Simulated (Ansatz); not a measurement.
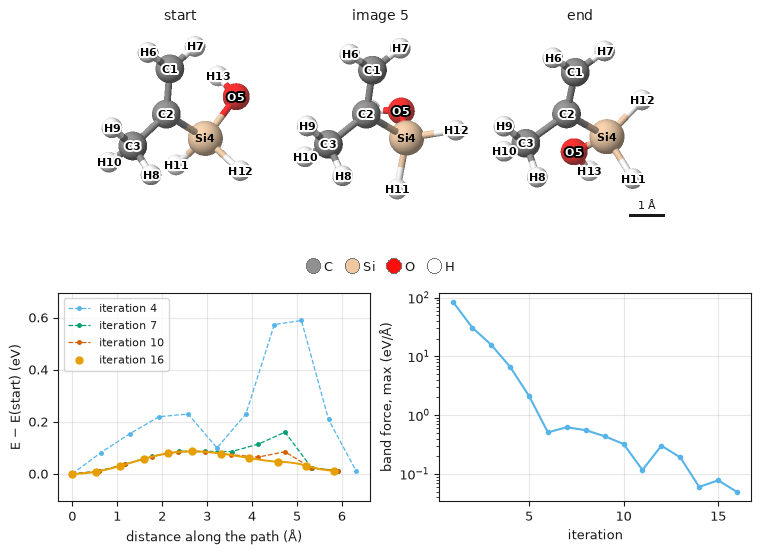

NEB run on C₃H₈OSi. Images are numbered from 0 (start) to 10 (end). The plot follows the band through its iterations. A ball-and-stick model, seen from a free direction.

These are results of RKS PBE/def2-SVP (Ansatz), not measurements. Run with 9 movable images; climbing image; force threshold 0.05 eV/Å; iteration limit 60; starting path through a guess of the saddle point.

Q: Judge this run.

A: The result is final at these settings. The band converged in 16 iterations. The largest component of the band force went from 83 to 0.049 eV/Å. The climbing image converged on the top of the path. Its vibrational analysis gives one imaginary mode (68i cm⁻¹), as a transition state must have. The first iteration put the highest image at 11.142 eV. Forward barrier 0.087 eV, backward barrier 0.074 eV, with image 5 at the top; the reaction energy is +0.013 eV.
